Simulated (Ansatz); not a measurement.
## Molecular dynamics of SiN3H9O (part 4 of 4)

The same run, continued: SiN3H9O; RKS PBE0/6-31G* (Ansatz 0.2.0). It belongs to a series of runs on one base structure; here: dynamics from the highest image of the converged band.

Geometry of the input (Å):
```
Si 0.1072  -0.2922  -0.1459
H  -0.1687  0.1804  1.5263
N  1.7213  0.0350  -0.5924
H  2.4732  -0.6000  -0.3764
H  1.9341  0.7152  -1.3058
N  -0.6585  1.1899  -0.6928
H  -1.6603  1.2474  -0.5485
H  -0.2406  2.0448  -0.3433
N  -1.0644  -1.3995  -0.7818
H  -0.8142  -2.3698  -0.9163
H  -1.6000  -1.0612  -1.5716
O  0.7839  -1.6842  1.0258
H  0.1311  -2.3942  1.1223
H  0.2770  -0.6983  1.6336
```

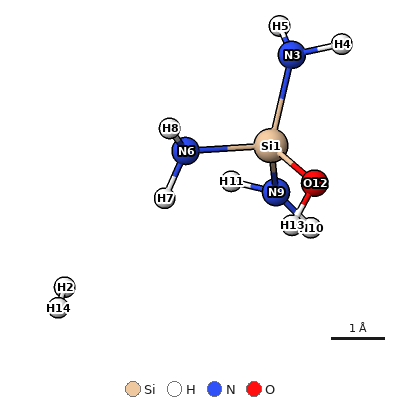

Fig. 1: The geometry at step 162 of the log (ball-and-stick view, seen at a tilt; atoms are numbered from 1 in the order of the input).

## Trajectory as extended XYZ, continued
```
14
Properties=species:S:1:pos:R:3:forces:R:3 step=125 time_fs=62.5 energy=-14531.68632 temperature=1150.2
Si    0.2590   -0.5647   -0.4221   -1.5916   1.4004   3.1084
H    -1.7657    1.9580    3.6754    0.0339  -0.1333   0.2152
N     1.8265    0.1295   -0.7455    0.1845  -0.7022  -1.2612
H     2.6613   -0.4447   -0.6185   -0.3361   0.1339   0.0203
H     1.9369    0.7118   -1.5815   -0.1216  -0.3393   0.3546
N    -0.5849    0.9449   -0.2039    0.7980  -0.6377  -0.5410
H    -1.5595    1.0334    0.0036   -0.2719   0.0134   0.1422
H    -0.0096    1.6929    0.1178    0.0600   0.6698   0.2807
N    -1.2053   -1.3898   -1.0161    1.2219  -0.4025  -0.4422
H    -1.1174   -2.4146   -1.0241   -0.6867   0.6502  -0.5405
H    -1.8700   -0.9409   -1.6996    1.3741  -1.0340   0.9377
O     0.7235   -1.3770    1.0703    0.0958   0.4418  -2.5603
H    -0.0599   -1.4446    1.6029   -0.7290  -0.1904   0.5077
H    -1.6818    1.5878    4.3230   -0.0312   0.1298  -0.2216
14
Properties=species:S:1:pos:R:3:forces:R:3 step=131 time_fs=65.5 energy=-14531.69976 temperature=1158.9
Si    0.2630   -0.5732   -0.4250   -1.5877   1.7764   3.0346
H    -1.8549    2.0642    3.8486   -0.0165   0.1234  -0.2908
N     1.8260    0.1268   -0.7938   -0.3128  -1.1054  -0.5431
H     2.6159   -0.4877   -0.6822    0.3001  -0.2634   0.2864
H     1.9742    0.6285   -1.6528   -0.2991   0.2545  -0.3703
N    -0.5880    0.9340   -0.1573    1.9759   0.1506  -0.2218
H    -1.5603    0.9878    0.0541   -0.4469   0.1545   0.2862
H     0.0146    1.6764    0.2300   -0.9304  -0.4270  -0.2762
N    -1.1787   -1.3898   -1.0605    3.4955  -1.6411   1.9357
H    -1.1397   -2.4059   -1.0334   -0.5611   0.2840  -0.5330
H    -1.8004   -0.9522   -1.6649   -1.1259   0.6291  -1.4543
O     0.7102   -1.3599    1.0891   -1.1715   0.2884  -1.8246
H    -0.1268   -1.3840    1.6023    0.6620  -0.0981  -0.3149
H    -1.8077    1.7664    4.5190    0.0184  -0.1259   0.2861
14
Properties=species:S:1:pos:R:3:forces:R:3 step=138 time_fs=69.0 energy=-14531.90084 temperature=1287.8
Si    0.2617   -0.5763   -0.4166   -0.9516   1.8636   2.5730
H    -1.9598    2.1938    4.0382    0.0057  -0.1298   0.4101
N     1.8237    0.1149   -0.8549    0.0500  -1.4781  -0.6168
H     2.5846   -0.5566   -0.7288   -0.0680   0.2386   0.1674
H     1.9843    0.5498   -1.7630   -0.4491  -0.0411   0.1717
N    -0.5799    0.9213   -0.1050   -0.7598  -0.5698  -0.3613
H    -1.5824    0.9484    0.1364    1.0239  -0.0157  -0.1379
H    -0.0370    1.6323    0.3415    0.0978   0.5150   0.1946
N    -1.1245   -1.3986   -1.1013    0.6216   0.5979  -0.3752
H    -1.2223   -2.3877   -1.0981   -0.0476  -0.7964  -0.2039
H    -1.7898   -0.9277   -1.7314    0.8075  -0.3428   0.4877
O     0.6878   -1.3379    1.0980   -0.4022   0.1595  -2.0657
H    -0.1506   -1.3256    1.5799    0.0766  -0.1294   0.1693
H    -1.9535    1.9688    4.7596   -0.0047   0.1284  -0.4130
14
Properties=species:S:1:pos:R:3:forces:R:3 step=144 time_fs=72.0 energy=-14531.98759 temperature=1344.1
Si    0.2574   -0.5727   -0.4008   -0.1290   1.7530   1.8903
H    -2.0492    2.2974    4.2235    0.0141   0.0651  -0.3163
N     1.8214    0.0950   -0.9110   -0.3328  -1.5589  -0.2958
H     2.5579   -0.5994   -0.7526   -0.0117   0.3865  -0.0476
H     1.9537    0.4826   -1.8489   -0.3382  -0.1863   0.3679
N    -0.5750    0.9078   -0.0623    0.4234   0.1542  -0.3578
H    -1.5345    0.9139    0.2005   -0.7640  -0.1616   0.0991
H    -0.0856    1.6257    0.4458    0.3075   0.1493  -0.0992
N    -1.0716   -1.4056   -1.1364   -0.9932  -1.1249  -1.1778
H    -1.2957   -2.4196   -1.1733    0.7837   1.1066   0.1745
H    -1.7381   -0.9182   -1.7746    1.1408  -0.2994   0.8376
O     0.6659   -1.3183    1.0938    0.3988  -0.1035  -1.9472
H    -0.1588   -1.2869    1.5723   -0.4859  -0.1146   0.5575
H    -2.0790    2.1497    4.9428   -0.0136  -0.0657   0.3148
14
Properties=species:S:1:pos:R:3:forces:R:3 step=150 time_fs=75.0 energy=-14532.05833 temperature=1389.9
Si    0.2526   -0.5638   -0.3792    0.4109   1.3161   0.8480
H    -2.1378    2.4034    4.3953   -0.0242  -0.0263   0.2719
N     1.8166    0.0657   -0.9685   -1.3894  -1.2777   0.7652
H     2.5349   -0.6144   -0.7791    0.5661  -0.0828  -0.0952
H     1.8951    0.4027   -1.9114   -0.0820   0.0509  -0.3765
N    -0.5688    0.8955   -0.0213   -0.2199   1.3906   0.4607
H    -1.5325    0.8662    0.2692   -0.2990  -0.1831  -0.1284
H    -0.1107    1.6291    0.5390    0.0253  -0.6439  -0.7206
N    -1.0226   -1.4187   -1.1771    1.0470  -1.1239   0.7459
H    -1.3087   -2.3830   -1.2350    0.6971  -0.2671   0.3352
H    -1.6105   -0.9189   -1.7672   -1.0519   1.4416  -1.2534
O     0.6451   -1.2992    1.0799   -0.6175  -0.4782  -0.2262
H    -0.1910   -1.2585    1.6009    0.9130  -0.1425  -0.3539
H    -2.2052    2.3281    5.1395    0.0244   0.0261  -0.2726
14
Properties=species:S:1:pos:R:3:forces:R:3 step=156 time_fs=78.0 energy=-14532.14291 temperature=1443.8
Si    0.2489   -0.5508   -0.3552    0.6541   0.8080  -0.5580
H    -2.2281    2.5088    4.5823   -0.0101   0.0014   0.0750
N     1.8040    0.0283   -1.0220   -1.1487  -1.0685   0.6310
H     2.5516   -0.6296   -0.8152    0.1099   0.1875  -0.2731
H     1.8280    0.3228   -1.9945    0.0065  -0.1773   0.1766
N    -0.5646    0.8905    0.0217   -2.2815   0.4942  -0.0056
H    -1.5519    0.8051    0.3264    0.9135   0.0743  -0.4402
H    -0.1268    1.5923    0.5819    0.5574   0.3988   0.0800
N    -0.9694   -1.4361   -1.2156    0.0118   2.2545  -0.6061
H    -1.2673   -2.3709   -1.2711    0.1040  -1.2966   0.1188
H    -1.5354   -0.8322   -1.8292    0.3960  -0.5596   0.3930
O     0.6222   -1.2828    1.0640    0.7685  -1.0385   0.1974
H    -0.1647   -1.2417    1.6120   -0.0916  -0.0770   0.2865
H    -2.3296    2.5072    5.3208    0.0101  -0.0013  -0.0752
14
Properties=species:S:1:pos:R:3:forces:R:3 step=162 time_fs=81.0 energy=-14532.09411 temperature=1412.7
Si    0.2473   -0.5353   -0.3328    0.6680   0.4483  -1.8840
H    -2.3187    2.6133    4.7746    0.0337  -0.0168  -0.1796
N     1.7843   -0.0156   -1.0716   -0.7189  -0.7687   0.4518
H     2.5784   -0.6305   -0.8730   -0.3165   0.2797  -0.2226
H     1.7610    0.2295   -2.0650    0.0143  -0.2072   0.4881
N    -0.5723    0.8893    0.0647   -0.3976   0.7337  -0.5836
H    -1.5158    0.7493    0.3535   -0.7412   0.2012   0.2359
H    -0.1025    1.5792    0.6240    0.1489   0.2455   0.0090
N    -0.9157   -1.4429   -1.2569   -0.6276   0.7825  -0.6152
H    -1.2067   -2.4367   -1.2956    0.5383   1.3289   0.0224
H    -1.4425   -0.7804   -1.8735    0.3846  -1.4300   0.5912
O     0.6031   -1.2720    1.0494    1.3535  -1.5913   1.0958
H    -0.1404   -1.2316    1.6447   -0.3058  -0.0226   0.4113
H    -2.4538    2.6871    5.4968   -0.0337   0.0170   0.1796
14
Properties=species:S:1:pos:R:3:forces:R:3 step=169 time_fs=84.5 energy=-14532.02665 temperature=1369.6
Si    0.2478   -0.5155   -0.3140    0.3710   0.0353  -2.6684
H    -2.4238    2.7360    4.9932   -0.0808   0.0752   0.3287
N     1.7552   -0.0724   -1.1252   -0.8983  -0.0555   0.9557
H     2.5868   -0.6102   -0.9587    0.1982  -0.2676   0.2456
H     1.6823    0.1029   -2.1105   -0.1387   0.0887  -0.3903
N    -0.5851    0.8942    0.1110   -0.3094   1.0201  -0.2405
H    -1.5349    0.7082    0.4064    0.0079   0.5268   0.2100
H    -0.0669    1.5819    0.6680   -0.6216  -0.3219  -0.3385
N    -0.8551   -1.4446   -1.3070    1.7001   0.6777   1.9546
H    -1.0890   -2.4098   -1.3226   -0.0891  -0.4743  -0.0838
H    -1.3221   -0.8348   -1.8982   -1.5163   0.6849  -1.6930
O     0.5889   -1.2704    1.0411    0.6218  -1.9060   2.6402
H    -0.1255   -1.2227    1.7081    0.6744  -0.0085  -0.5918
H    -2.5993    2.8963    5.7078    0.0807  -0.0749  -0.3286
14
Properties=species:S:1:pos:R:3:forces:R:3 step=175 time_fs=87.5 energy=-14532.09063 temperature=1410.3
Si    0.2496   -0.4984   -0.3066    0.0269  -0.2747  -2.3091
H    -2.5185    2.8450    5.2003    0.0963  -0.1076  -0.3205
N     1.7249   -0.1219   -1.1656   -0.1089   0.1934   0.2207
H     2.6016   -0.6088   -1.0143   -0.2615   0.0028   0.3077
H     1.6043   -0.0018   -2.1691   -0.0850  -0.0312   0.2729
N    -0.5981    0.9044    0.1484   -1.5486  -0.2163  -0.7451
H    -1.5615    0.7180    0.4720    0.9065   0.5822  -0.1274
H    -0.0817    1.5668    0.6831    0.0531   0.6630   0.4553
N    -0.7952   -1.4398   -1.3408   -0.3660   2.5521  -0.2198
H    -0.9883   -2.4093   -1.3520   -0.1037  -0.8116  -0.0015
H    -1.3187   -0.8652   -2.0254    0.3178  -1.0179   0.5606
O     0.5815   -1.2799    1.0477    1.7994  -1.7826   0.9372
H    -0.0698   -1.2150    1.7278   -0.6299   0.1406   0.6481
H    -2.7194    3.0717    5.8690   -0.0964   0.1078   0.3207
14
Properties=species:S:1:pos:R:3:forces:R:3 step=181 time_fs=90.5 energy=-14532.09662 temperature=1414.4
Si    0.2514   -0.4820   -0.3060   -0.2726  -0.4970  -1.1526
H    -2.6090    2.9496    5.3936   -0.1235   0.1597   0.3423
N     1.6937   -0.1702   -1.2043    0.3795   0.4460   0.0302
H     2.5968   -0.6085   -1.0442   -0.3760   0.1574   0.2502
H     1.5198   -0.1085   -2.2088    0.0844  -0.1103   0.4498
N    -0.6184    0.9147    0.1815    0.8917   0.5917  -0.7714
H    -1.5332    0.7726    0.5335   -0.9526  -0.0171   0.3284
H    -0.1004    1.5943    0.7251   -0.1343   0.0818  -0.0972
N    -0.7370   -1.4225   -1.3748   -1.6940  -0.5635  -0.9150
H    -0.8927   -2.4564   -1.3803    0.4325   1.5957   0.2288
H    -1.3021   -0.9627   -2.1218    0.7001  -0.6112   1.0418
O     0.5825   -1.2989    1.0605    0.8361  -1.1865   0.8666
H    -0.0485   -1.1966    1.7828    0.1051   0.1129  -0.2598
H    -2.8437    3.2517    6.0440    0.1234  -0.1594  -0.3421
14
Properties=species:S:1:pos:R:3:forces:R:3 step=188 time_fs=94.0 energy=-14531.97921 temperature=1338.8
Si    0.2525   -0.4650   -0.3096   -0.6693  -0.7448   0.2112
H    -2.7230    3.0827    5.6417    0.0903  -0.1287  -0.2045
N     1.6596   -0.2226   -1.2481    0.1848   0.9615   0.8551
H     2.5644   -0.5958   -1.0510    0.4364  -0.0098   0.2150
H     1.4291   -0.2452   -2.2219    0.1531  -0.1959  -0.4195
N    -0.6376    0.9309    0.2151   -0.0518   0.6639   0.1660
H    -1.5689    0.8377    0.6272    0.3761  -0.2324  -0.4406
H    -0.1350    1.6343    0.7626   -0.0394  -0.2669  -0.4502
N    -0.6797   -1.4047   -1.4186   -0.1939   0.0668   1.1775
H    -0.7407   -2.3900   -1.3869    0.2929  -1.1149   0.4956
H    -1.2387   -1.1182   -2.1628   -1.0584   1.1564  -1.1993
O     0.5896   -1.3289    1.0807    0.3340  -0.3623  -0.1279
H    -0.0157   -1.1640    1.8212    0.2356   0.0782  -0.4831
H    -2.9802    3.4505    6.2257   -0.0904   0.1289   0.2048
14
Properties=species:S:1:pos:R:3:forces:R:3 step=194 time_fs=97.0 energy=-14531.81158 temperature=1230.3
Si    0.2512   -0.4528   -0.3123   -0.9146  -0.6944   0.9821
H    -2.8175    3.1919    5.8481   -0.0634   0.0974   0.1216
N     1.6323   -0.2616   -1.2809    1.0232   0.8245   0.4458
H     2.5626   -0.5810   -1.0392   -0.1259   0.3148  -0.1262
H     1.3680   -0.3797   -2.2553    0.4891  -0.1942   0.3485
N    -0.6532    0.9488    0.2438   -0.5921  -0.4526  -0.2847
H    -1.5860    0.8719    0.6768    0.6756  -0.3595  -0.6454
H    -0.1654    1.6519    0.7595    0.5895   0.5006   0.0974
N    -0.6347   -1.3902   -1.4518   -2.0023  -0.3174  -0.7388
H    -0.5809   -2.3906   -1.3515    0.0996  -0.1912   0.1248
H    -1.2440   -1.1722   -2.2571    0.5302   0.2424   1.1260
O     0.5980   -1.3571    1.0972    0.7859   0.0100  -1.9179
H     0.0286   -1.1260    1.8178   -0.5583   0.3169   0.5881
H    -3.1005    3.6258    6.3876    0.0634  -0.0973  -0.1213
14
Properties=species:S:1:pos:R:3:forces:R:3 step=200 time_fs=100.0 energy=-14531.57401 temperature=1077.6
Si    0.2471   -0.4427   -0.3121   -0.9893  -0.6420   1.1206
H    -2.9160    3.3075    6.0609   -0.0767   0.1242   0.1236
N     1.6110   -0.2954   -1.3107    1.3654   0.8297   0.5603
H     2.5555   -0.5418   -1.0361   -0.0984   0.3484  -0.2090
H     1.3463   -0.5298   -2.2646    0.4927  -0.0757   0.4727
N    -0.6704    0.9649    0.2707    2.1000  -0.1400  -0.9173
H    -1.5636    0.8755    0.6810   -1.1230  -0.4004   0.3114
H    -0.1563    1.6991    0.7556   -0.0429  -0.1902  -0.2968
N    -0.6005   -1.3783   -1.4876   -1.2698  -2.1462   0.4502
H    -0.4175   -2.4050   -1.3087   -0.5735   1.6717  -0.6527
H    -1.2211   -1.1985   -2.2784    0.1821  -0.0093   0.8247
O     0.6096   -1.3849    1.1050   -0.5370   1.0120  -0.9922
H     0.0428   -1.0687    1.8421    0.4937  -0.2581  -0.6722
H    -3.2169    3.7948    6.5431    0.0767  -0.1241  -0.1234
```

## Summary

| quantity | value |
| --- | --- |
| outcome | finished |
| mean temperature over the second half | 1302 K |
| trajectory | 200 steps, 100 fs |
| ensemble | nve |
| temperature in the input | 300.0 K |
| time step | 0.5 fs |
| potential energy (last step) | −14531.5740 eV |
| mean-field energy (last step) | −14531.5740 eV |
| largest force (length of the vector) (last step) | 2.534 eV/Å |
| wall time | 3.7 min (CPU time 7 min) |
| peak memory | 0.23 GiB |

## Remarks

So short a trajectory is not equilibrated.
